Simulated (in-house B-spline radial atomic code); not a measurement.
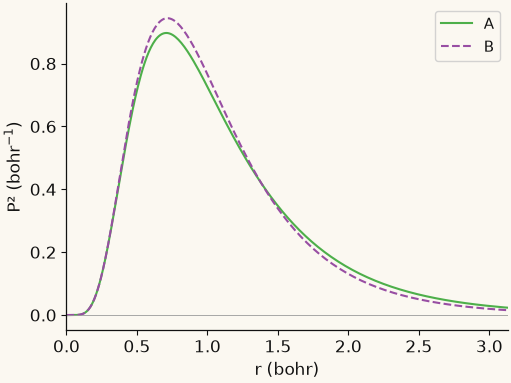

Ce⁺ (Z = 58, 57 electrons) in [Xe] 4f1 5d2 (high spin) was computed by two methods: Hartree-Fock; PBE. Both runs are scalar-relativistic, spin-polarised and spherical. Computed with an in-house B-spline radial code.

The plot shows P² of the 4f up orbital in both runs.

Q: Which curve belongs to which run?

Answer: A is PBE (⟨r⟩ = 1.12 bohr, eigenvalue −9.59 eV); B is Hartree-Fock (⟨r⟩ = 1.06 bohr, eigenvalue −18.0 eV).
